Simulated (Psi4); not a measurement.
# GaH3S (SMILES [SH][GaH2]) at 6 levels

Aim: a comparison of 6 runs (HF/6-31G*, HF/6-311G, BLYP/cc-pVTZ, MP2/cc-pVDZ-DK, MP2/def2-TZVP) of GaH3S. 

The calculation is run with Psi4 1.11.

2 further runs of the same task are left out: 1 for a known fault of the program, 1 set aside as unsound or not needed.

### 1 The molecule

GaH3S has 5 atoms, charge 0, and is taken as a singlet. As SMILES, `[SH][GaH2]`. The coordinates come from a PBE0-D4/def2-TZVP relaxation.

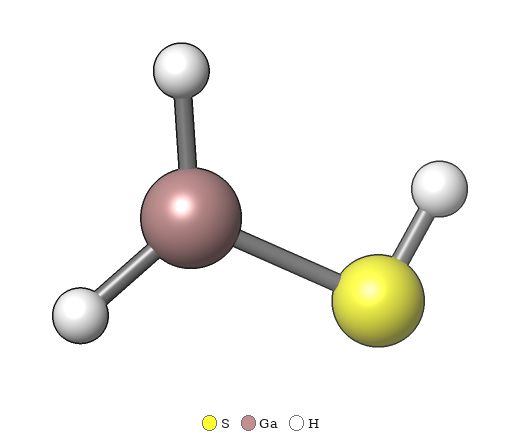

The structure, seen from a chosen angle (sulfur yellow, gallium pink, hydrogen white).

### 2 A single-point energy at HF/6-31G(d) (spherical functions) (run 1)

File calc.in:

```
memory 1600 mb

molecule {
  0 1
  S      0.039000    -1.453300     0.684400
  Ga    -0.329300     0.433200    -0.383400
  H      1.263800    -1.108400     1.113300
  H     -1.711200     0.532500    -1.097900
  H      0.787500     1.522400    -0.357800
  symmetry c1
}

set {
  puream true
  e_convergence 1e-09
  d_convergence 1e-08
  scf_type pk
}

e_tot, wfn = energy("scf/6-31G*", return_wfn=True)
oeprop(wfn, "LOWDIN_CHARGES", "DIPOLE", "MULLIKEN_CHARGES", title="SCF")
print_variables()
```

Started as:

```bash
$ psi4 -i calc.in -o calc.out -n 1
```

calc.out:

```text
[...]
  Running in c1 symmetry.
[...]
  Nuclear repulsion =  158.606457624411775
[...]
  Multiplicity = 1
[...]
  Nalpha       = 25
  Nbeta        = 25
[...]
    Number of basis functions: 56
[...]
   @RHF iter   1: -2320.58436515717949   -2.72878e+00   4.63904e-02 ADIIS/DIIS
[...]
   @RHF iter  12: -2322.23907054947313   -2.27374e-12   3.50999e-09 DIIS
[...]
    Orbital Energies [Eh]
    ---------------------
    Doubly Occupied:
       1A   -378.858542     2A    -91.926942     3A    -48.236387
       4A    -42.567854     5A    -42.565175     6A    -42.564644
       7A     -8.946122     8A     -6.628127     9A     -6.626441
      10A     -6.625014    11A     -6.445099    12A     -4.539304
      13A     -4.534567    14A     -4.533096    15A     -1.229182
      16A     -1.225984    17A     -1.222846    18A     -1.222136
      19A     -1.220563    20A     -0.951444    21A     -0.604256
      22A     -0.534110    23A     -0.444492    24A     -0.416443
      25A     -0.380347
[...]
  @RHF Final Energy: -2322.23907054947313
   => Energetics <=
    Nuclear Repulsion Energy =            158.6064576244117745
    One-Electron Energy =               -3551.5928260522978235
    Two-Electron Energy =                1070.7472978784130646
    Total Energy =                      -2322.2390705494731264
[...]
 Multipole Moments:
 ------------------------------------------------------------------------------------
     Multipole            Electronic (a.u.)      Nuclear  (a.u.)        Total (a.u.)
 ------------------------------------------------------------------------------------
 L = 1.  Multiply by 2.5417464519 to convert [e a0] to [Debye]
 Dipole X            :         -1.4654868            1.7221989            0.2567122
 Dipole Y            :          3.1394280           -2.5438084            0.5956196
 Dipole Z            :         -2.1884881            2.0316173           -0.1568708
 Magnitude           :                                                    0.6672872
[...]
  Mulliken Charges: (a.u.)
   Center  Symbol    Alpha    Beta     Spin     Total
       1     S     8.12574  8.12574  0.00000 -0.25148
       2    GA    15.41697 15.41697  0.00000  0.16607
       3     H     0.44932  0.44932  0.00000  0.10136
       4     H     0.50296  0.50296  0.00000 -0.00592
       5     H     0.50501  0.50501  0.00000 -0.01002
   Total alpha = 25.00000, Total beta = 25.00000, Total charge = -0.00000
  Lowdin Charges: (a.u.)
   Center  Symbol    Alpha    Beta     Spin     Total
       1     S     8.07593  8.07593  0.00000 -0.15185
[...]
```

It took 1.8 s on 1 thread of INTEL XEON PLATINUM 8581C at 2.30GHz (Emerald Rapids), shared host; peak memory 0.22 GiB.

### 3 The energy at HF/6-311G (density fitting) (run 2)

File gah3s.in:

```
memory 1600 MB

molecule molecule1 {
  S      0.039000    -1.453300     0.684400
  Ga    -0.329300     0.433200    -0.383400
  H      1.263800    -1.108400     1.113300
  H     -1.711200     0.532500    -1.097900
  H      0.787500     1.522400    -0.357800
}

set globals {
  scf_type mem_df
}

energy("hf/6-311G")
print_variables()
```

Started as:

```bash
$ psi4 gah3s.in gah3s.out -n 1
```

gah3s.out:

```text
[...]
  Running in c1 symmetry.
[...]
  Nuclear repulsion =  158.606457624411775
[...]
  Multiplicity = 1
[...]
  Nalpha       = 25
  Nbeta        = 25
[...]
    Number of basis functions: 69
[...]
   @DF-RHF iter   1: -2320.47476538758474   -2.27128e+00   4.77307e-02 ADIIS/DIIS
[...]
   @DF-RHF iter   9: -2322.46300895130116   -3.69358e-07   9.34488e-07 DIIS
[...]
    Orbital Energies [Eh]
    ---------------------
    Doubly Occupied:
       1A   -378.843799     2A    -91.954898     3A    -48.194684
       4A    -42.524520     5A    -42.522154     6A    -42.521213
       7A     -8.960686     8A     -6.642727     9A     -6.640868
      10A     -6.638972    11A     -6.422657    12A     -4.518812
      13A     -4.515413    14A     -4.513005    15A     -1.228794
      16A     -1.226327    17A     -1.222606    18A     -1.220694
      19A     -1.219612    20A     -0.966231    21A     -0.610043
      22A     -0.532739    23A     -0.449951    24A     -0.415424
      25A     -0.385568
[...]
  @DF-RHF Final Energy: -2322.46300895130116
   => Energetics <=
    Nuclear Repulsion Energy =            158.6064576244117745
    One-Electron Energy =               -3552.3539965977670363
    Two-Electron Energy =                1071.2845300220542413
    Total Energy =                      -2322.4630089513011626
[...]
 Multipole Moments:
 ------------------------------------------------------------------------------------
     Multipole            Electronic (a.u.)      Nuclear  (a.u.)        Total (a.u.)
 ------------------------------------------------------------------------------------
 L = 1.  Multiply by 2.5417464519 to convert [e a0] to [Debye]
 Dipole X            :         -1.4007075            1.7221989            0.3214915
 Dipole Y            :          3.3999248           -2.5438084            0.8561164
 Dipole Z            :         -2.2800627            2.0316173           -0.2484454
 Magnitude           :                                                    0.9476377
[...]
```

It took 1.5 s on 1 thread of INTEL XEON PLATINUM 8581C at 2.30GHz (Emerald Rapids), shared host; peak memory 0.21 GiB.

### 4 The energy at BLYP/cc-pVTZ (run 3)

File input.json:

```json
{
  "schema_name": "qcschema_input",
  "schema_version": 1,
  "molecule": {
    "schema_name": "qcschema_molecule",
    "schema_version": 2,
    "symbols": ["S", "Ga", "H", "H", "H"],
    "geometry": [0.07369932, -2.74633898, 1.29332856, -0.62228681, 0.81862936, -0.724521, 2.38823588, -2.09457244, 2.10383209, -3.23369934, 1.00627916, -2.07473031, 1.48815932, 2.87691905, -0.67614401],
    "molecular_charge": 0,
    "molecular_multiplicity": 1,
    "fix_symmetry": "c1"
  },
  "driver": "energy",
  "model": {
    "method": "blyp",
    "basis": "cc-pVTZ"
  },
  "keywords": {
    "puream": true,
    "e_convergence": 1e-09,
    "d_convergence": 1e-08,
    "scf_type": "pk",
    "dft_radial_points": 99,
    "dft_spherical_points": 590,
    "scf_properties": ["MULLIKEN_CHARGES", "DIPOLE", "QUADRUPOLE"]
  }
}
```

Started as:

```bash
$ psi4 --qcschema input.json -n 1 --memory 1600MB
```

stdout:

```text
[...]
  Running in c1 symmetry.
[...]
  Nuclear repulsion =  158.606457537656638
[...]
  Multiplicity = 1
[...]
  Nalpha       = 25
  Nbeta        = 25
[...]
    Number of basis functions: 119
[...]
   @RKS iter   1: -2323.15803965551595   -1.39084e+00   1.93192e-02 ADIIS/DIIS
[...]
   @RKS iter  13: -2324.98225506341078    4.54747e-13   2.25450e-09 DIIS
[...]
  @RKS Final Energy: -2324.98225506341078
   => Energetics <=
    Nuclear Repulsion Energy =            158.6064575376566381
    One-Electron Energy =               -3551.0240836918787863
    Two-Electron Energy =                1169.2708089669067704
    DFT Exchange-Correlation Energy =    -101.8354378760954972
    Empirical Dispersion Energy =           0.0000000000000000
    VV10 Nonlocal Energy =                  0.0000000000000000
    Total Energy =                      -2324.9822550634107756
[...]
 Multipole Moments:
 ------------------------------------------------------------------------------------
     Multipole            Electronic (a.u.)      Nuclear  (a.u.)        Total (a.u.)
 ------------------------------------------------------------------------------------
 L = 1.  Multiply by 2.5417464519 to convert [e a0] to [Debye]
 Dipole X            :         -1.5061955            1.7221989            0.2160034
 Dipole Y            :          2.8564304           -2.5438084            0.3126220
 Dipole Z            :         -2.0746861            2.0316173           -0.0430688
 Magnitude           :                                                    0.3824198
 L = 2.  Multiply by 1.3450342976 to convert [e a0^2] to [Debye ang]
 Quadrupole XX       :        -47.6323893           24.4224686          -23.2099207
 Quadrupole XY       :         28.1737365          -28.9541373           -0.7804008
[...]
  Mulliken Charges: (a.u.)
   Center  Symbol    Alpha    Beta     Spin     Total
       1     S     8.07171  8.07171  0.00000 -0.14342
       2    GA    15.48863 15.48863  0.00000  0.02273
       3     H     0.45330  0.45330  0.00000  0.09340
       4     H     0.49342  0.49342  0.00000  0.01316
       5     H     0.49293  0.49293  0.00000  0.01414
   Total alpha = 25.00000, Total beta = 25.00000, Total charge = -0.00000
[...]
```

The result, in JSON:

```text
{
 "driver": "energy",
 "model": {
  "method": "blyp",
  "basis": "cc-pVTZ"
 },
 "success": true,
 "return_result": -2324.982255063411,
 "properties": {
  "calcinfo_nbasis": 119,
  "calcinfo_nmo": 119,
  "calcinfo_nalpha": 25,
  "calcinfo_nbeta": 25,
  "calcinfo_natom": 5,
  "nuclear_repulsion_energy": 158.60645753765664,
  "return_energy": -2324.982255063411,
  "scf_one_electron_energy": -3551.024083691879,
  "scf_two_electron_energy": 1169.2708089669068,
  "scf_xc_energy": -101.8354378760955,
  "scf_dipole_moment": [0.21600339612652775, 0.3126219782324511, -0.04306882131433598],
  "scf_total_energy": -2324.982255063411,
  "scf_iterations": 13
 }
}
```

It took 39 s on 1 thread of INTEL XEON PLATINUM 8581C at 2.30GHz (Emerald Rapids), shared host; peak memory 1.5 GiB.

Runs 4 to 5 aren't shown in full; the table further down has their settings and results.

### 5 A single-point energy at MP2/def2-TZVP (run 6)

File gah3s.inp:

```
memory 1600 MB

molecule molecule1 {
  0 1
  S      0.039000    -1.453300     0.684400
  Ga    -0.329300     0.433200    -0.383400
  H      1.263800    -1.108400     1.113300
  H     -1.711200     0.532500    -1.097900
  H      0.787500     1.522400    -0.357800
  symmetry c1
  no_reorient
  no_com
}

set basis def2-TZVP
set puream true
set e_convergence 1e-09
set d_convergence 1e-08
set scf_type pk
set num_frozen_docc 14
set mp2_type conv

result, w = energy('mp2', return_wfn=True)
print_variables()
```

Started as:

```bash
$ psi4 gah3s.inp gah3s.out -n 1
```

gah3s.out:

```text
[...]
  Running in c1 symmetry.
[...]
  Nuclear repulsion =  158.606457624411803
[...]
  Multiplicity = 1
[...]
  Nalpha       = 25
  Nbeta        = 25
[...]
    Number of basis functions: 103
[...]
   @RHF iter   1: -2320.67710615888154   -2.41591e+00   2.97619e-02 DIIS/ADIIS
[...]
   @RHF iter  13: -2322.56358470958867   -4.54747e-12   3.76544e-09 DIIS
[...]
    Orbital Energies [Eh]
    ---------------------
    Doubly Occupied:
       1A   -378.830161     2A    -91.943346     3A    -48.183129
       4A    -42.512355     5A    -42.509359     6A    -42.508713
       7A     -8.949494     8A     -6.630753     9A     -6.630009
      10A     -6.629433    11A     -6.411037    12A     -4.507083
      13A     -4.501759    14A     -4.500385    15A     -1.219938
      16A     -1.216739    17A     -1.213405    18A     -1.211289
      19A     -1.209745    20A     -0.948348    21A     -0.600916
      22A     -0.533186    23A     -0.442646    24A     -0.416306
      25A     -0.382061
[...]
  @RHF Final Energy: -2322.56358470958867
   => Energetics <=
    Nuclear Repulsion Energy =            158.6064576244118030
    One-Electron Energy =               -3553.0569021524211166
    Two-Electron Energy =                1071.8868598184210441
    Total Energy =                      -2322.5635847095882127
[...]
 Multipole Moments:
 ------------------------------------------------------------------------------------
     Multipole            Electronic (a.u.)      Nuclear  (a.u.)        Total (a.u.)
 ------------------------------------------------------------------------------------
 L = 1.  Multiply by 2.5417464519 to convert [e a0] to [Debye]
 Dipole X            :         17.6905222          -17.4690062            0.2215160
 Dipole Y            :         17.2611969          -16.7752878            0.4859091
 Dipole Z            :          2.2918238           -2.4139362           -0.1221124
 Magnitude           :                                                    0.5478033
[...]
	SCS-MP2 Total Energy (a.u.)        : -2322.95182126129384
	SOS-MP2 Total Energy (a.u.)        : -2322.91678264860093
	SCSN-MP2 Total Energy (a.u.)       : -2322.74858858460857
[...]
	SOS-PI-MP2 Total Energy (a.u.)     : -2322.97564897176971
[...]
	MP2 Total Energy (a.u.)            : -2322.96303216351180
[...]
```

It took 6.6 s on 1 thread of INTEL XEON PLATINUM 8581C at 2.30GHz (Emerald Rapids), shared host; peak memory 0.65 GiB.

### 6 The series

| run | level | integrals | integral approximation | energy (Eh) | HOMO energy (eV) | LUMO energy (eV) | HOMO–LUMO gap (eV) | wall time |
| --- | --- | --- | --- | --- | --- | --- | --- | --- |
| 1 | HF/6-31G* (spherical functions) | pk | none | -2322.239071 | -10.35 | 1.12 | 11.47 | 1.8 s |
| 2 | HF/6-311G (density fitting) | mem_df | program's default | -2322.463009 | -10.49 | 0.77 | 11.26 | 1.5 s |
| 3 | BLYP/cc-pVTZ | pk | none | -2324.982255 | -6.42 | -2.21 | 4.21 | 39 s |
| 4 | MP2/cc-pVDZ-DK (DKH2, density fitting, density fitting for correlation) | df | program's default | -2342.690711 | -10.30 | 1.32 | 11.62 | 2.8 s |
| 5 | MP2/cc-pVDZ-DK (DKH2, density fitting, density fitting for correlation, Cartesian functions) | df | program's default | -2342.701934 | -10.30 | 1.32 | 11.62 | 3.3 s |
| 6 | MP2/def2-TZVP | pk | none | -2322.963032 | -10.40 | 1.24 | 11.64 | 6.6 s |

### 7 Outcome

```
                                           quantity           value
                                run 6: total energy  -2322.96303 Eh
         run 6: HOMO energy (Hartree–Fock orbitals)       -10.40 eV
         run 6: LUMO energy (Hartree–Fock orbitals)         1.24 eV
       run 6: HOMO–LUMO gap (Hartree–Fock orbitals)        11.64 eV
run 6: correlation energy (14 core orbitals frozen)      -399.4 mEh
```

Over runs 1, 2, 3 the dipole moment (its size) runs from 0.97 D (BLYP/cc-pVTZ) to 2.41 D (HF/6-311G). The two ends differ in method and basis. Over runs 1, 2, 3 the HOMO–LUMO gap runs from 4.21 eV (BLYP/cc-pVTZ) to 11.47 eV (HF/6-31G*). Some runs of one species differ in core potentials or relativity; totals across that change don't compare. All runs together took 55 s, the longest 39 s.
